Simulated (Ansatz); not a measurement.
# BH₅O₄Si: how energies converge with the basis set

Aim: see how fast density functionals converge with the basis set for BH₅O₄Si.

Method: one geometry, several basis sets; program: Ansatz 0.2.0, Gaussian basis.

Levels to be run: PBE0-D4/def2-SVP; ωB97M-V/def2-SVP; PBE0-D4/def2-QZVPP; ωB97M-V/def2-QZVPP; the functionals' def2-TZVPP values are taken from earlier runs.

### 1 The geometry

An earlier PBE0-D4 in a triple-zeta def2 set relaxation fixed the geometry.

SMILES `BO[Si](O)(O)O`, 11 atoms, charge 0, spin multiplicity 1.

Atoms are counted from 1 here; the program's logs count them from 0.

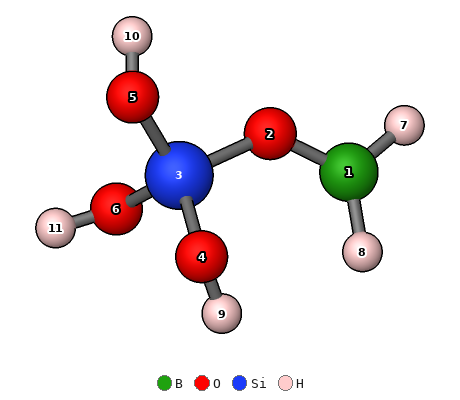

The geometry (boron green, oxygen red, silicon blue, hydrogen pink); atoms are numbered from 1 in the order of the file.

As a file:

```xyz
11
charge 0, multiplicity 1
B     0.80861   -1.61569    0.99578
O     0.90916   -0.62076    0.09512
Si   -0.11996    0.58653   -0.33613
O    -1.00934    1.14715    0.90185
O     0.73989    1.87297   -0.82032
O    -1.02709   -0.08864   -1.51226
H     1.71691   -2.39169    1.09056
H    -0.17511   -1.71403    1.68492
H    -1.68906    0.57087    1.25287
H     1.52889    1.70500   -1.33640
H    -1.61750    0.49120   -1.99540
```

### 2 PBE0-D4 in def2-SVP

Contents of in.yaml:

```yaml
crystal:
  periodic: [false, false, false]
  atoms:
    - {symbol: B, position_ang: [0.808611, -1.615688, 0.995780]}
    - {symbol: O, position_ang: [0.909160, -0.620763, 0.095116]}
    - {symbol: Si, position_ang: [-0.119959, 0.586526, -0.336128]}
    - {symbol: O, position_ang: [-1.009337, 1.147153, 0.901855]}
    - {symbol: O, position_ang: [0.739889, 1.872971, -0.820318]}
    - {symbol: O, position_ang: [-1.027094, -0.088640, -1.512262]}
    - {symbol: H, position_ang: [1.716907, -2.391695, 1.090559]}
    - {symbol: H, position_ang: [-0.175109, -1.714033, 1.684923]}
    - {symbol: H, position_ang: [-1.689062, 0.570871, 1.252872]}
    - {symbol: H, position_ang: [1.528892, 1.704996, -1.336403]}
    - {symbol: H, position_ang: [-1.617500, 0.491201, -1.995395]}
basis:
  gaussian: {orbitals: def2-SVP}
hamiltonian: {xc: pbe0, dispersion: d4}
output: {orbitals: {seedname: orbitals}}
```

Started as:

```console
$ ansatz run in.yaml --threads 4 --pin off --events-out ev --progress --plain --max-ram 10444MiB
```

Further steps of the session: ωB97M-V in def2-SVP; PBE0-D4 in def2-QZVPP; ωB97M-V in def2-QZVPP.

Q: Predict the results of all the runs planned. Wanted: PBE0-D4: double and triple zeta above quadruple; ωB97M-V: double and triple zeta above quadruple.

**Answer**, as computed:

| quantity | value |
| --- | --- |
| PBE0-D4: double and triple zeta above quadruple | 15.21, 0.83 eV |
| ωB97M-V: double and triple zeta above quadruple | 15.41, 0.78 eV |

**Reading.** For PBE0-D4 the step from double to triple zeta gains 14.39 eV and the next only 0.83 eV. Total energies overstate the basis error of differences, where much of it tends to cancel. The LUMO of ωB97M-V is positive and keeps falling with the basis (1.73 to 1.09 eV): an unbound level that the basis holds in place.
